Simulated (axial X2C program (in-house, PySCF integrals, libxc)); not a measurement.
**Run report: BaI, relativistic diatomic calculation**

BaI, single determinant with Ω = 1/2. Computed at this level: HF, two-component X2C with atomic mean-field Coulomb and Gaunt terms, Ba dyall-v2z, I dyall-v2z (cores contracted) (axial X2C program (in-house, PySCF integrals, libxc)).

**The input**
```
{"zs": [56, 53], "q": 0, "bas": ["dyall-v2z", "dyall-v2z"], "levels": ["PBE0", "HF", "M06", "BHandHLYP"], "cc": false, "r0": 1.81, "npts": 10, "nst": 2, "ntry": 6}
```

The line is the task of a batch: nuclear charges, charge, bases, the levels to run, a first guess of the distance and further settings. This report covers HF with spin-orbit coupling. The log is that of the reference distance 3.134 Å.

Hardware: 1 CPU thread, shared host.

Launched within a batch (the task file carries these settings):
```bash
python <driver script> task.json out
```

**The program's output**
```
two-component X2C + atomic mean field  HF
basis functions 162  fitting functions 884  grid points 5804
iter        total energy     max residual
   1     -15238.175277941     3.33e-01
   2     -15238.207812818     4.98e-03
   3     -15238.208792015     2.03e-03
   4     -15238.209009223     1.62e-03
   5     -15238.209139211     1.24e-03
   6     -15238.209249050     7.99e-04
   7     -15238.209329757     2.70e-04
   8     -15238.209340842     7.81e-05
   9     -15238.209341504     1.78e-05
  10     -15238.209341578     9.83e-06
  11     -15238.209341592     7.13e-06
  12     -15238.209341599     4.62e-06
  13     -15238.209341602     2.11e-06
  14     -15238.209341603     7.93e-07
converged
one-electron -21839.55460536  Coulomb 6486.99398029  exact exchange -377.20787069  xc functional 0.00000000  nuclear repulsion 501.14804148  atomic mean-field constant -9.58888733
```

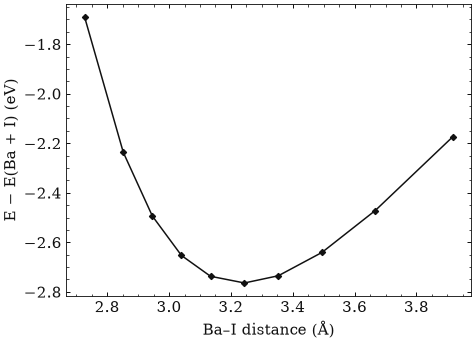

**Figure 1.** Energy at 10 bond lengths, for one set of occupations held fixed; the line joins the points. A polynomial of degree 6 through 9 points gives rₑ = 3.236 Å, ωₑ = 139.7 cm⁻¹, ωₑxₑ = 0.24 cm⁻¹ and Bₑ = 0.02437 cm⁻¹. The minimum lies 2.76 eV below Ba + I, each computed as one determinant at the same level.

**Outcome**

| quantity | value |
| --- | --- |
| outcome | converged |
| bond length rₑ | 3.236 Å |
| ωₑ | 139.7 cm⁻¹ |
| energy at the minimum | −15238.21034 hartree |
| depth below the fragments | 2.76 eV |
| wall time | 12 s |

**What is odd here**

One thing in this input was made odd on purpose: far start. The program ran to the end. Its numbers are those of the input as typed; this run alone doesn't show how far the oddity moves them. Hartree–Fock lacks correlation, so it usually binds too weakly.
